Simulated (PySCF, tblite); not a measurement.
**C7H4F2O: dynamics, then NMR shifts on frames**

How do NMR shifts of C7H4F2O (`C#CC(=O)CC#CC(F)F`) change as the atoms move?

The runs use tblite 0.8.0 and PySCF 2.14.0, with density-fitted response routines of our own; the level of theory stands in each step. All values are computed, except where a source is named. Atoms are numbered from 0 throughout.

## 1. The molecule as given

14 atoms, charge 0, multiplicity 1; geometry from: GFN2-xTB.

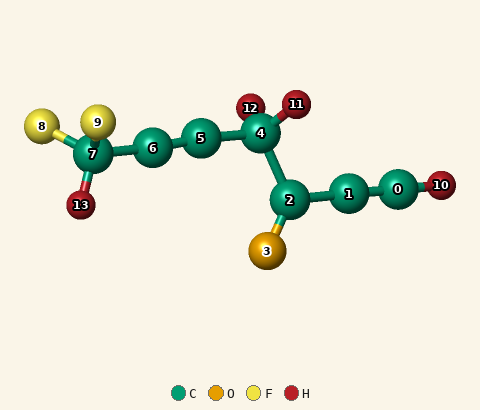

The starting geometry (carbon teal, oxygen amber, fluorine yellow, hydrogen red), atoms numbered.

## 2. Thermal motion with GFN2-xTB

What the job is given:

```
{"job": {"kind": "md", "xc": "GFN2-xTB", "basis": "xTB", "temperature": 300, "steps": 2000, "every": 50, "frames": 5}, "charge": 0, "multiplicity": 1}
C      4.039745    -0.128173     0.672962
C      2.842444    -0.054044     0.729402
C      1.408222     0.034127     0.822036
O      0.806959     0.050002     1.862090
C      0.763579     0.102491    -0.562188
C     -0.673581     0.189227    -0.489158
C     -1.859076     0.259960    -0.324772
C     -3.305552     0.346820    -0.235991
F     -3.902977    -0.690012    -0.879945
F     -3.770218     1.477631    -0.829139
H      5.087235    -0.193087     0.614979
H      1.163215     0.975468    -1.087418
H      1.055709    -0.789367    -1.125295
H     -3.656380     0.343811     0.810270
```

With the program's defaults for keys left out, this is: GFN2-xTB Langevin dynamics, gas phase.

Launch:

```bash
$ OMP_NUM_THREADS=1 python probes_run.py task.json out
```

One launch serves the whole session: the jobs run in the order shown.

Standard output:

```text
t/fs     T/K      E/eV
    0.0   232.4   -827.21152
   25.0   207.4   -826.97098
   50.0   256.3   -826.90854
   75.0   209.8   -826.89123
  100.0   199.5   -826.86561
  125.0   249.2   -826.95098
  150.0   301.1   -826.90861
  175.0   264.3   -826.98407
  200.0   320.5   -826.81019
  225.0   290.6   -826.86724
  250.0   193.4   -826.86524
  275.0   227.9   -826.85353
  300.0   253.7   -826.96219
  325.0   172.4   -826.84831
  350.0   182.3   -826.86204
  375.0   180.1   -826.84038
  400.0   245.2   -826.78875
  425.0   404.7   -826.64148
  450.0   387.8   -826.51867
  475.0   393.2   -826.49129
  500.0   411.9   -826.59138
  525.0   306.6   -826.54447
  550.0   270.6   -826.64051
  575.0   247.5   -826.75239
  600.0   311.3   -826.78381
  625.0   188.4   -826.69279
  650.0   391.4   -826.84394
  675.0   308.7   -826.74869
  700.0   268.9   -826.70718
  725.0   317.9   -826.80606
  750.0   264.1   -826.67971
  775.0   250.5   -826.63648
  800.0   442.2   -826.84011
  825.0   310.8   -826.67211
  850.0   309.0   -826.71398
  875.0   203.8   -826.77991
  900.0   144.8   -826.85002
  925.0   147.1   -826.84823
  950.0   304.8   -826.97421
  975.0   223.5   -826.80277
 1000.0   250.9   -826.61646
```

It took 12 s on 1 thread of Arm Neoverse V1, shared host; peak memory 0.18 GiB.

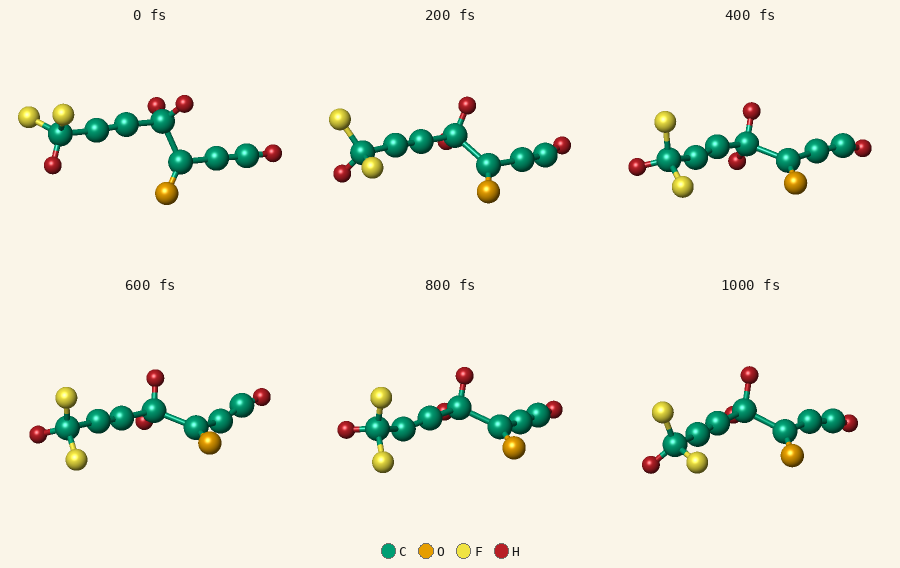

Frames of the run.

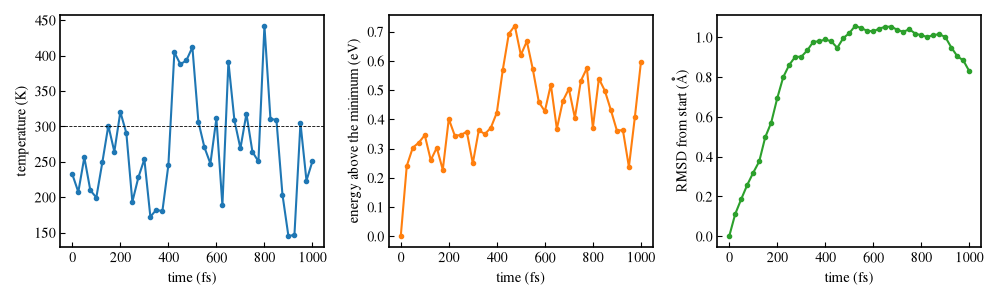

Temperature, potential energy and distance from the start.

Positions (Å) and forces (eV/Å) at 1000 fs:

```xyz
14

C     3.853   -1.253    0.499    1.601   -1.007    0.198
C     2.737   -0.840    0.511    1.105   -0.296   -0.269
C     1.505   -0.354    0.847   -2.947    0.796   -0.035
O     1.291    0.460    1.702    0.149    0.443    0.450
C     0.366   -1.028    0.068    0.355    0.375   -2.171
C    -0.939   -0.560    0.486    1.207   -0.496   -0.628
C    -1.974   -0.105    0.864   -0.431    0.068   -0.258
C    -3.217    0.540    1.213   -0.074   -0.424   -0.847
F    -3.894    1.047    0.139   -0.255   -0.868   -0.484
F    -2.997    1.624    1.891    0.755    2.118    1.884
H     4.760   -1.786    0.573    0.050    0.245   -0.314
H     0.540   -0.855   -1.108   -0.462    0.041    2.210
H     0.517   -2.096    0.150   -0.297   -0.423    0.291
H    -3.833   -0.095    1.836   -0.757   -0.571   -0.027
```

## 3. Shielding tensors: 250 fs, PBE0/pcSseg-1

What the job is given:

```
{"job": {"kind": "nmr", "xc": "PBE0", "basis": "pcSseg-1", "pop": false}, "charge": 0, "multiplicity": 1}
C      3.758000    -0.795100     0.295400
C      2.646600    -0.415400     0.474000
C      1.267300    -0.134800     0.675900
O      0.751800     0.733900     1.310000
C      0.487200    -0.996300    -0.332000
C     -0.912800    -0.549600    -0.384800
C     -2.055700    -0.293000    -0.182000
C     -3.442300    -0.129200     0.127900
F     -4.190300     0.163700    -0.960900
F     -3.743200     0.920000     1.003500
H      4.730000    -1.043000     0.054500
H      0.958500    -0.951900    -1.322400
H      0.534700    -2.035100     0.010500
H     -3.823100    -1.028200     0.579500
```

Method: GIAO PBE0/pcSseg-1 NMR shielding, non-relativistic, gas phase.

Standard output:

```text
coarse grid: 13344 points
cycle   1  E = -542.9409097580  dE =  1.847e+00  |g| = 1.061e+00  |ddm| = 3.964e+00
cycle   2  E = -542.4341077797  dE =  5.068e-01  |g| = 1.969e+00  |ddm| = 3.179e+00
cycle   3  E = -543.1368223497  dE = -7.027e-01  |g| = 2.992e-01  |ddm| = 2.417e+00
cycle   4  E = -543.1532592914  dE = -1.644e-02  |g| = 1.073e-01  |ddm| = 3.379e-01
cycle   5  E = -543.1548519656  dE = -1.593e-03  |g| = 4.379e-02  |ddm| = 1.080e-01
cycle   6  E = -543.1552090198  dE = -3.571e-04  |g| = 1.670e-02  |ddm| = 4.598e-02
cycle   7  E = -543.1552733902  dE = -6.437e-05  |g| = 4.211e-03  |ddm| = 1.436e-02
cycle   8  E = -543.1552769384  dE = -3.548e-06  |g| = 1.092e-03  |ddm| = 4.190e-03
final grid: 134360 points
cycle   9  E = -543.2418011810  dE = -3.134e-05  |g| = 1.228e-02  |ddm| = 6.104e-02
cycle  10  E = -543.2417229708  dE =  7.821e-05  |g| = 2.407e-02  |ddm| = 3.125e-02
cycle  11  E = -543.2418288842  dE = -1.059e-04  |g| = 2.401e-03  |ddm| = 2.109e-02
cycle  12  E = -543.2418299696  dE = -1.085e-06  |g| = 6.155e-04  |ddm| = 2.484e-03
cycle  13  E = -543.2418300217  dE = -5.209e-08  |g| = 3.019e-04  |ddm| = 7.036e-04
cycle  14  E = -543.2418300416  dE = -1.998e-08  |g| = 1.133e-04  |ddm| = 2.894e-04
cycle  15  E = -543.2418300443  dE = -2.704e-09  |g| = 1.361e-05  |ddm| = 9.212e-05
cycle  16  E = -543.2418300444  dE = -3.433e-11  |g| = 5.343e-06  |ddm| = 1.768e-05
converged SCF energy = -543.2418300444

GIAO shielding tensors (ppm)
atom      isotropic    diamagn.    paramagn.     s11        s22        s33       span
  0 C       90.930     258.842    -167.912     34.633     48.830    189.326    154.694
  1 C      105.094     256.850    -151.756     -0.832     18.231    297.883    298.715
  2 C        6.191     247.909    -241.718    -94.037     10.400    102.211    196.249
  3 O     -367.330     402.089    -769.419  -1026.330   -463.738    388.080   1414.410
  4 C      140.580     260.604    -120.024    114.056    125.710    181.974     67.918
  5 C       92.887     257.636    -164.749     10.863     23.675    244.123    233.260
  6 C       99.455     264.127    -164.673     10.187     18.810    269.368    259.181
  7 C       74.956     237.530    -162.574     54.269     67.762    102.837     48.569
  8 F      301.991     468.488    -166.498    173.521    336.702    395.749    222.229
  9 F      283.224     471.994    -188.770    130.363    356.517    362.791    232.428
 10 H       29.005      33.454      -4.448     25.409     25.874     35.733     10.325
 11 H       27.957      30.521      -2.564     23.170     28.473     32.227      9.056
 12 H       27.852      29.440      -1.588     23.589     28.660     31.308      7.719
 13 H       25.388      26.518      -1.130     22.898     24.830     28.436      5.538
```

Run time: 50 s. Hardware: 1 thread of Arm Neoverse V1, shared host; peak memory 0.82 GiB.

The references, computed at this level on geometries of the same kind, shield at (ppm): 1H TMS 31.72, 13C TMS 186.9, 19F CFCl3 170.9, 17O H2O 336.1. Their shielding less the atom's gives the shift. The references are single molecules in the gas phase, so shifts against H2O, NH3, PH3, H3PO4 or CFCl3 are not on the usual liquid scales and can be off by tens of ppm. Each atom is listed at this fixed geometry, with no averaging over motion; a spectrum would average atoms that exchange fast.

```
atoms                                     environment  σ (ppm)  δ (ppm)
   C2                     carbonyl carbon of an ynone      6.2    180.7
   C7                propargylic sp3 CH bonded to 2 F     75.0    112.0
   C0                          terminal alkyne carbon     90.9     96.0
   C5                                   alkyne carbon     92.9     94.0
   C6                                   alkyne carbon     99.5     87.5
   C1                                   alkyne carbon    105.1     81.8
   C4                         sp3 CH2 α to a carbonyl    140.6     46.3
  H13  hydrogen on a propargylic sp3 CH bonded to 2 F    25.39     6.33
  H12          hydrogen on an sp3 CH2 α to a carbonyl    27.85     3.86
  H11          hydrogen on an sp3 CH2 α to a carbonyl    27.96     3.76
  H10            hydrogen on a terminal alkyne carbon    29.01     2.71
   O3                                   ketone oxygen   -367.3    703.4
   F9                         fluorine of a CF2 group    283.2   -112.3
   F8                         fluorine of a CF2 group    302.0   -131.0
```

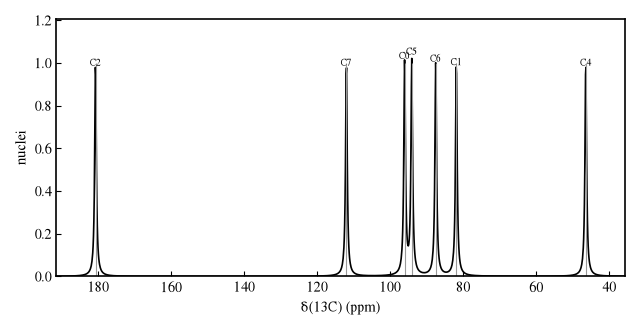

13C lines at the computed shifts, without couplings. Lines are broadened to a width of 0.54 ppm (Lorentzian).

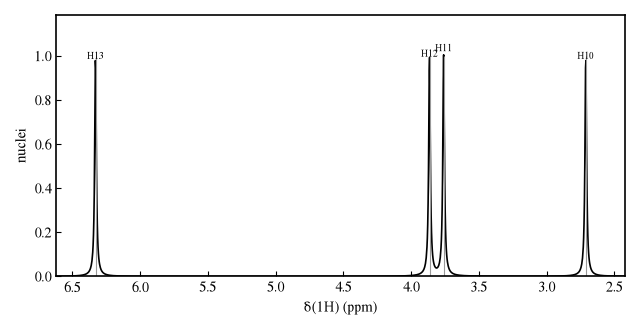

1H lines at the computed shifts, without couplings. Lines are broadened to a width of 0.01 ppm (Lorentzian).

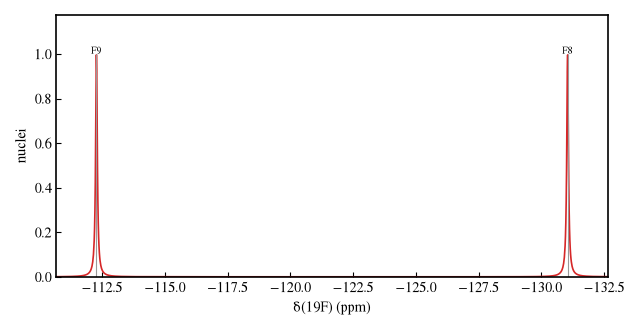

19F lines at the computed shifts, without couplings. Lines are broadened to a width of 0.08 ppm (Lorentzian).

The fields below are evaluated on a grid from the run's orbitals.

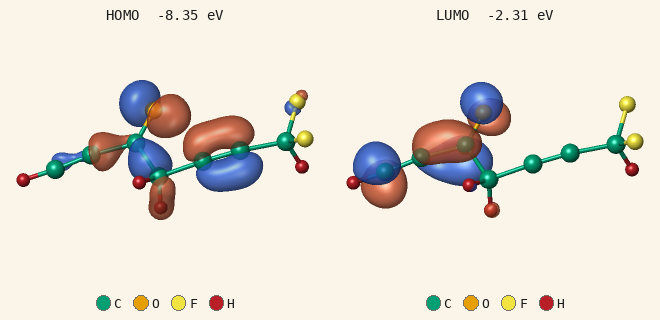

PBE0/pcSseg-1 orbitals near the gap, drawn at the value that encloses 70 % of each; the two colours are the two signs.

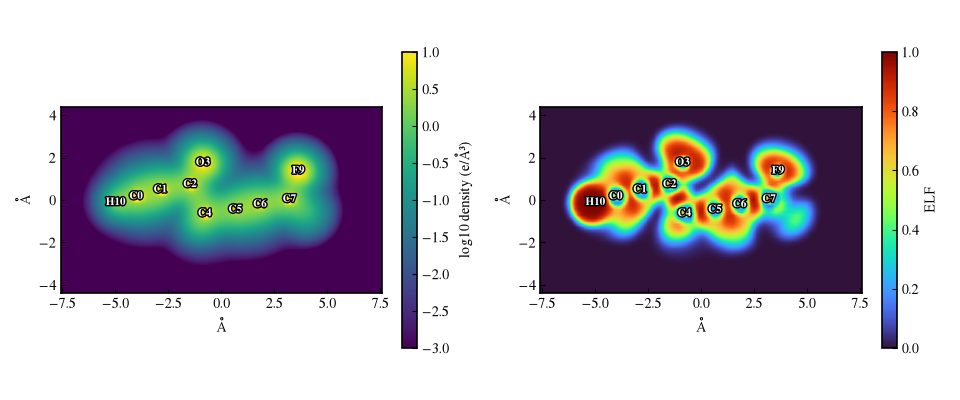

Density (left) and ELF (right) in a plane through or near 10 of the atoms.

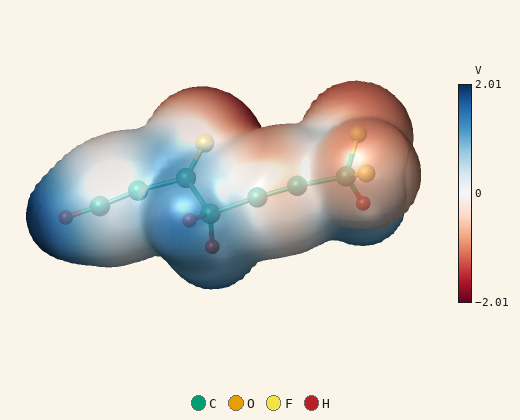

The potential that a unit positive charge feels on the 0.002 e/bohr³ surface, from the 1st to the 99th percentile, from -1.45 V near O3 to 2.01 V near H10.

## 4. Shielding tensors: 425 fs, PBE0/pcSseg-1

What the job is given:

```
{"job": {"kind": "nmr", "xc": "PBE0", "basis": "pcSseg-1", "pop": false}, "charge": 0, "multiplicity": 1}
C      3.844800    -1.101000    -0.073800
C      2.762100    -0.828800     0.366700
C      1.394000    -0.355000     0.564700
O      1.119000     0.635200     1.170900
C      0.345400    -1.331800    -0.126800
C     -1.056200    -0.876900     0.047300
C     -2.109300    -0.372400     0.270000
C     -3.504000     0.155400     0.404000
F     -3.814700     0.677800    -0.799000
F     -3.625700     1.189400     1.211100
H      4.780200    -1.089600    -0.636900
H      0.606100    -1.256300    -1.201800
H      0.351100    -2.326900     0.319500
H     -4.332800    -0.578100     0.623700
```

Level: GIAO PBE0/pcSseg-1 NMR shielding, non-relativistic, gas phase.

Standard output:

```text
coarse grid: 13344 points
cycle   1  E = -542.9299065630  dE =  1.725e+00  |g| = 1.075e+00  |ddm| = 3.877e+00
cycle   2  E = -542.3895194260  dE =  5.404e-01  |g| = 2.014e+00  |ddm| = 2.967e+00
cycle   3  E = -543.1282275113  dE = -7.387e-01  |g| = 3.273e-01  |ddm| = 2.294e+00
cycle   4  E = -543.1482551085  dE = -2.003e-02  |g| = 1.029e-01  |ddm| = 3.424e-01
cycle   5  E = -543.1496449466  dE = -1.390e-03  |g| = 4.573e-02  |ddm| = 1.058e-01
cycle   6  E = -543.1500590686  dE = -4.141e-04  |g| = 1.621e-02  |ddm| = 4.620e-02
cycle   7  E = -543.1501193076  dE = -6.024e-05  |g| = 4.135e-03  |ddm| = 1.418e-02
cycle   8  E = -543.1501225492  dE = -3.242e-06  |g| = 1.346e-03  |ddm| = 4.190e-03
final grid: 134360 points
cycle   9  E = -543.2363784982  dE = -2.256e-05  |g| = 1.216e-02  |ddm| = 4.654e-02
cycle  10  E = -543.2362916128  dE =  8.689e-05  |g| = 2.479e-02  |ddm| = 2.993e-02
cycle  11  E = -543.2364059763  dE = -1.144e-04  |g| = 2.152e-03  |ddm| = 2.051e-02
cycle  12  E = -543.2364068648  dE = -8.885e-07  |g| = 5.724e-04  |ddm| = 2.158e-03
cycle  13  E = -543.2364069176  dE = -5.279e-08  |g| = 2.774e-04  |ddm| = 6.274e-04
cycle  14  E = -543.2364069356  dE = -1.798e-08  |g| = 8.647e-05  |ddm| = 2.461e-04
cycle  15  E = -543.2364069370  dE = -1.405e-09  |g| = 1.336e-05  |ddm| = 7.135e-05
cycle  16  E = -543.2364069370  dE = -2.206e-11  |g| = 9.326e-06  |ddm| = 1.984e-05
converged SCF energy = -543.2364069370

GIAO shielding tensors (ppm)
atom      isotropic    diamagn.    paramagn.     s11        s22        s33       span
  0 C       90.830     263.199    -172.369     22.901     34.897    214.693    191.791
  1 C       96.427     261.539    -165.112    -13.377      8.192    294.467    307.844
  2 C        7.752     245.662    -237.910    -96.637     31.228     88.665    185.301
  3 O     -347.921     402.690    -750.611   -943.363   -467.254    366.853   1310.216
  4 C      142.562     258.847    -116.286    119.698    130.959    177.029     57.332
  5 C      101.440     261.069    -159.628     21.741     25.056    257.525    235.784
  6 C       98.216     259.505    -161.289      9.487     18.933    266.229    256.742
  7 C       77.020     233.423    -156.403     62.012     75.764     93.284     31.273
  8 F      287.137     473.871    -186.734    159.994    334.040    367.377    207.384
  9 F      305.764     470.555    -164.791    201.132    325.556    390.604    189.472
 10 H       27.101      30.520      -3.418     22.533     24.238     34.533     12.000
 11 H       27.763      30.408      -2.645     23.142     28.189     31.959      8.817
 12 H       27.928      28.251      -0.323     22.699     28.602     32.481      9.781
 13 H       24.674      24.807      -0.132     22.199     22.533     29.291      7.092
```

It took 45 s on 1 thread of Arm Neoverse V1, shared host; peak memory 0.88 GiB.

In short: δ C2 179.2, C7 109.9, C0 96.1, C1 90.5, H13 7.04, H10 4.62 ppm.

## 5. NMR shieldings: 625 fs, PBE0/pcSseg-1

What the job is given:

```
{"job": {"kind": "nmr", "xc": "PBE0", "basis": "pcSseg-1", "pop": false}, "charge": 0, "multiplicity": 1}
C      3.949900    -1.065800     0.000900
C      2.867500    -0.743400     0.490400
C      1.607400    -0.151200     0.746100
O      1.455300     0.927400     1.315900
C      0.471100    -0.998100     0.057900
C     -0.925100    -0.504200     0.220000
C     -2.081600    -0.353700     0.510000
C     -3.463400     0.143600     0.647500
F     -3.832800     0.954900    -0.454900
F     -3.721000     0.888700     1.771400
H      4.889400    -1.428700    -0.344800
H      0.693300    -0.911500    -1.024800
H      0.560800    -2.065600     0.348700
H     -4.103200    -0.823300     0.694300
```

Level: GIAO PBE0/pcSseg-1 NMR shielding, non-relativistic, gas phase.

Standard output:

```text
coarse grid: 13344 points
cycle   1  E = -542.9195206809  dE =  1.489e+00  |g| = 1.081e+00  |ddm| = 3.810e+00
cycle   2  E = -542.2060074901  dE =  7.135e-01  |g| = 2.197e+00  |ddm| = 3.369e+00
cycle   3  E = -543.1231383315  dE = -9.171e-01  |g| = 3.482e-01  |ddm| = 2.580e+00
cycle   4  E = -543.1458939371  dE = -2.276e-02  |g| = 1.229e-01  |ddm| = 4.124e-01
cycle   5  E = -543.1480962353  dE = -2.202e-03  |g| = 4.514e-02  |ddm| = 1.208e-01
cycle   6  E = -543.1484583981  dE = -3.622e-04  |g| = 1.885e-02  |ddm| = 4.932e-02
cycle   7  E = -543.1485391514  dE = -8.075e-05  |g| = 5.470e-03  |ddm| = 1.533e-02
cycle   8  E = -543.1485449805  dE = -5.829e-06  |g| = 1.433e-03  |ddm| = 5.612e-03
final grid: 134360 points
cycle   9  E = -543.2355490138  dE = -1.827e-05  |g| = 1.388e-02  |ddm| = 4.397e-02
cycle  10  E = -543.2354218834  dE =  1.271e-04  |g| = 2.935e-02  |ddm| = 3.548e-02
cycle  11  E = -543.2355850628  dE = -1.632e-04  |g| = 2.570e-03  |ddm| = 2.515e-02
cycle  12  E = -543.2355862900  dE = -1.227e-06  |g| = 5.036e-04  |ddm| = 2.467e-03
cycle  13  E = -543.2355863180  dE = -2.801e-08  |g| = 2.506e-04  |ddm| = 6.160e-04
cycle  14  E = -543.2355863294  dE = -1.147e-08  |g| = 1.239e-04  |ddm| = 2.528e-04
cycle  15  E = -543.2355863330  dE = -3.602e-09  |g| = 1.877e-05  |ddm| = 1.020e-04
cycle  16  E = -543.2355863331  dE = -4.775e-11  |g| = 1.308e-05  |ddm| = 2.401e-05
converged SCF energy = -543.2355863331

GIAO shielding tensors (ppm)
atom      isotropic    diamagn.    paramagn.     s11        s22        s33       span
  0 C       85.124     256.872    -171.749     28.500     39.849    187.022    158.522
  1 C      102.626     263.336    -160.710     -5.552     13.022    300.409    305.961
  2 C       -1.899     244.174    -246.073   -109.389     10.786     92.906    202.295
  3 O     -404.127     400.203    -804.330  -1045.662   -532.323    365.605   1411.266
  4 C      139.573     256.431    -116.858    117.887    121.308    179.523     61.635
  5 C       92.190     258.438    -166.248     12.784     19.115    244.671    231.887
  6 C       98.887     271.715    -172.828     10.105     14.208    272.348    262.243
  7 C       67.554     236.196    -168.642     48.810     54.736     99.116     50.306
  8 F      257.434     474.379    -216.944    100.320    313.546    358.437    258.117
  9 F      286.337     470.328    -183.990    154.259    328.273    376.481    222.222
 10 H       27.857      30.280      -2.423     24.236     24.899     34.436     10.200
 11 H       27.751      30.975      -3.223     23.075     28.278     31.901      8.826
 12 H       27.244      28.480      -1.236     22.685     27.798     31.247      8.562
 13 H       24.129      23.275       0.854     21.062     23.203     28.122      7.060
```

Wall time 33 s (1 thread of Arm Neoverse V1, shared host); peak memory 0.99 GiB.

Key values: δ C2 188.8, C7 119.4, C0 101.8, C5 94.7, H13 7.59, H12 4.47 ppm.

[end of part 1 of 2]
